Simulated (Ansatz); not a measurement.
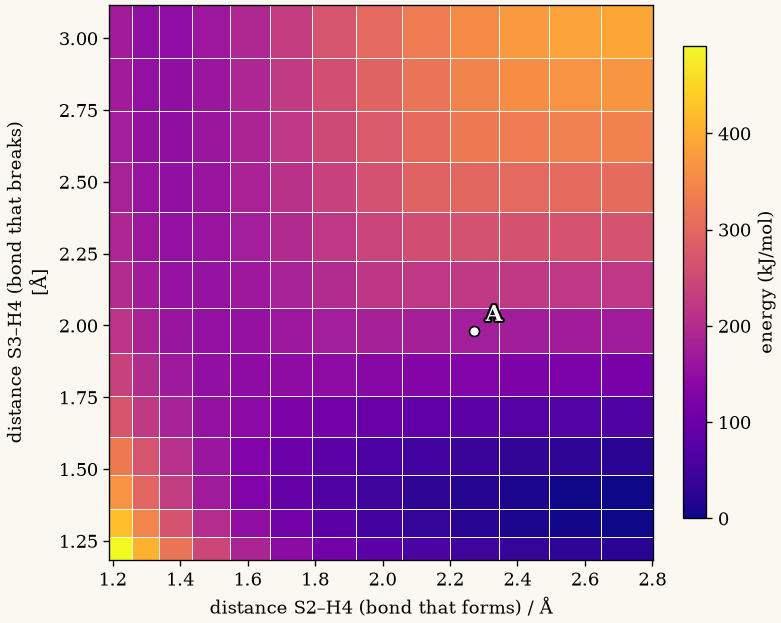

The reacting system BH₃S₂. First axis: distance S2–H4 (bond that forms). Second axis: distance S3–H4 (bond that breaks). Relaxed at each point: all other coordinates. The scan uses a 13 × 13 grid. Points are written as (first, second). Energies are in kJ/mol, from the lowest grid point. Energies and slopes of some neighbouring points disagree (a jump in structure or state, or too coarse a mesh). The reference is spin-restricted, so regions where a bond is pulled apart into radicals lie too high. Method: RKS SPW92 (LDA)/def2-TZVP in Ansatz.

The picture shows one coloured cell a grid point, the point A.

### Which way does the force act at A, and how strong is it?

A, at (2.271 Å, 1.981 Å), is not a stationary point. The computed force is 16 kJ/mol for each Å towards larger values of the first coordinate and 300 kJ/mol for each Å towards smaller values of the second coordinate.
